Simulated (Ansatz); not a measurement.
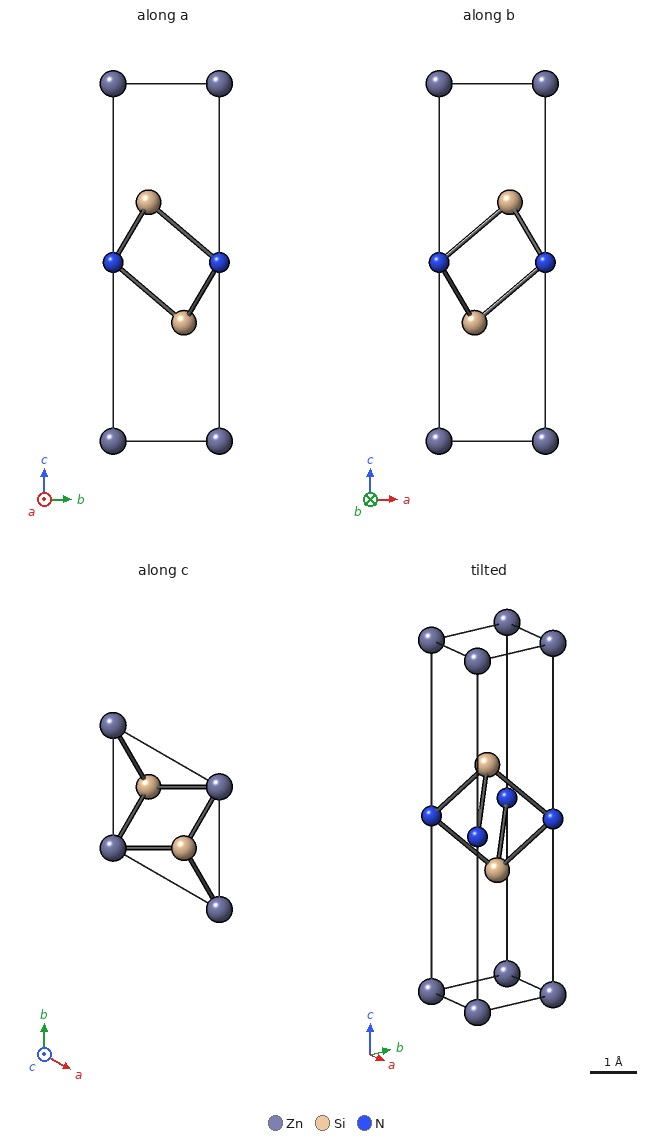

Drawn in the ball-and-stick manner and seen along the a axis, along the b axis, along the c axis and slightly off an axis. The edges of the conventional unit cell are marked.

Lattice parameters: a = 2.716 Å, b = 2.716 Å, c = 7.916 Å, α = 90.00°, β = 90.00°, γ = 120.00°. Put a along x and b in the xy plane.

Reconstruct the structure as a POSCAR file, with free fractional coordinates to two decimals.

Answer.
```
Zn Si N
1.0
     2.716    0.000    0.000
    -1.358    2.353    0.000
     0.000    0.000    7.916
Zn Si N
1 2 1
Direct
  0.00 0.00 0.00
  0.3333 0.6667 0.33
  0.6667 0.3333 0.67
  0.00 0.00 0.50
```

Its origin is a structure type filled with these elements by a generator (whether the compound takes this form wasn't checked). Atoms and cell were optimised with Ansatz, DFT PBE, scalar-relativistic, plane waves, PAW.
